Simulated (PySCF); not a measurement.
**C$_{6}$H$_{9}$ClSi: density, localisation and related maps**

```yaml
atoms:
  - { symbol: C, position_ang: [2.7926, -0.1305, -0.6634] }
  - { symbol: C, position_ang: [1.7381, -0.8897, -0.3846] }
  - { symbol: C, position_ang: [0.4095, -0.4072, -0.0601] }
  - { symbol: C, position_ang: [-0.6059, -1.2356, 0.1994] }
  - { symbol: C, position_ang: [-1.9610, -0.6809, 0.5131] }
  - { symbol: Si, position_ang: [-1.7157, 1.2095, 0.4500] }
  - { symbol: Cl, position_ang: [-2.8325, 2.0974, -0.9835] }
  - { symbol: C, position_ang: [0.1271, 1.0752, -0.0163] }
  - { symbol: H, position_ang: [2.7459, 0.9451, -0.6702] }
  - { symbol: H, position_ang: [3.7493, -0.5638, -0.9001] }
  - { symbol: H, position_ang: [1.8421, -1.9680, -0.3953] }
  - { symbol: H, position_ang: [-0.4842, -2.3096, 0.1826] }
  - { symbol: H, position_ang: [-2.6895, -1.0511, -0.2120] }
  - { symbol: H, position_ang: [-2.2947, -1.0426, 1.4872] }
  - { symbol: H, position_ang: [-1.9722, 1.8913, 1.7178] }
  - { symbol: H, position_ang: [0.7859, 1.5511, 0.7106] }
  - { symbol: H, position_ang: [0.3581, 1.5216, -0.9851] }
```

Geometry: GFN2-xTB.

Method: PBE0/pcSseg-1, SCF density, gas phase, non-relativistic (PySCF 2.14.0).

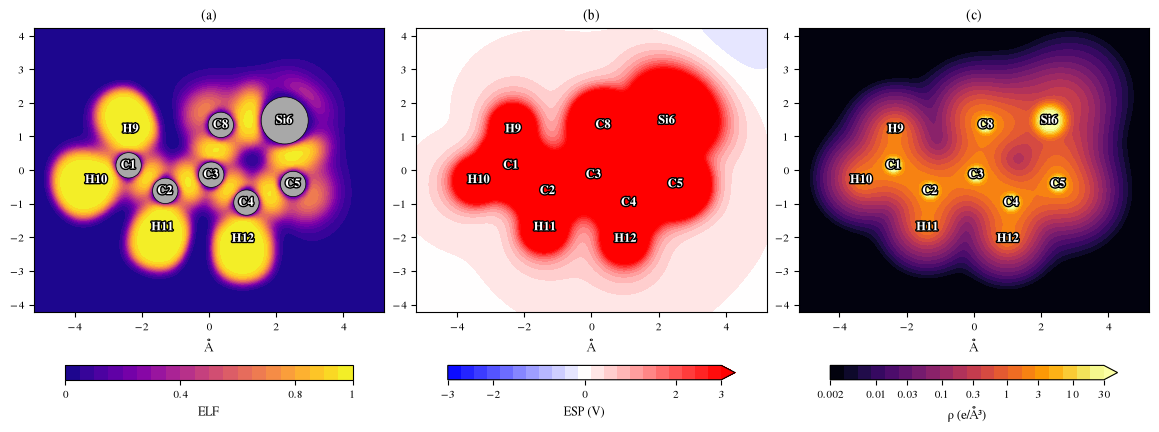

Figure 1. (a) electron localisation function; (b) electrostatic potential; (c) electron density on the plane of atoms H9, C1 and H10. Grey discs cover the atomic cores in the ELF map.

> What do the fields say about this system?

Atoms in the plane: C, Si and H.
C–C (1.33 Å): ρ at the midpoint is about 2.3 e/Å³; the ELF peaks at about 0.95 between the atoms (a multiple bond).
C–Si (1.91 Å): ρ is about 0.92 e/Å³ halfway; the ELF peaks at about 0.95 between the atoms: a covalent bond.
C–H (1.08 Å): the density is about 2 e/Å³ at the midpoint; the ELF climbs to about 1 towards the hydrogen, as it does in any bond to H (an ordinary covalent bond to hydrogen).
C–C (1.45 Å): the density is about 1.9 e/Å³ at the midpoint; the ELF peaks at about 0.95 between the atoms; a covalent bond.
C–C (1.50 Å): ρ is about 1.7 e/Å³ halfway; the ELF peaks at about 0.95 between the atoms: localised, covalent bonding.
The potential has no marked negative region in this plane.

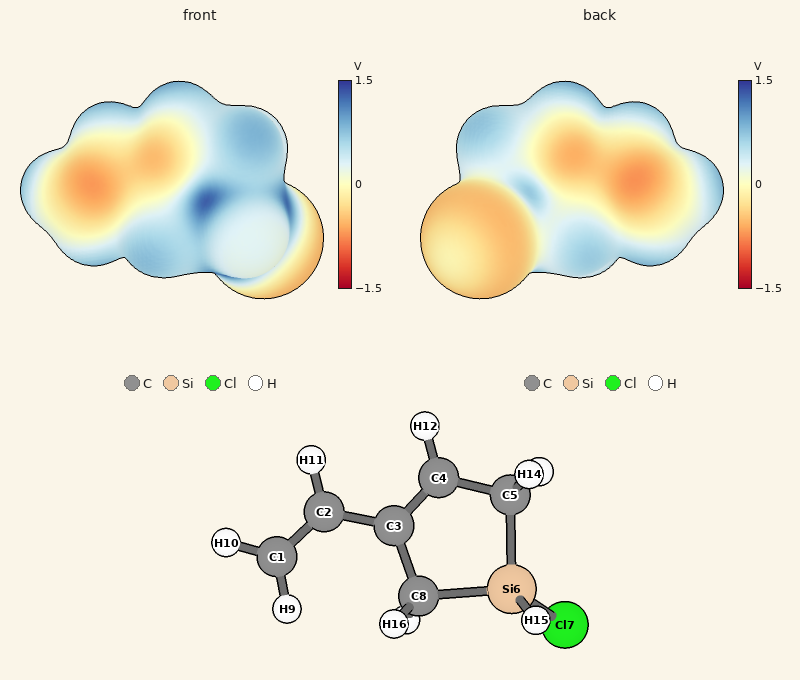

Figure 2. The molecular electrostatic potential painted on the density surface at 0.002 e/bohr³, seen from the front and from behind; the colour scale runs from red (negative) to blue (positive). The bare structure is drawn below in the same view.

> Where is the surface potential most negative and most positive?

The most negative region (about −0.7 V) lies over the π face of C1 and C2, the most positive (about +1.2 V) over Si6.
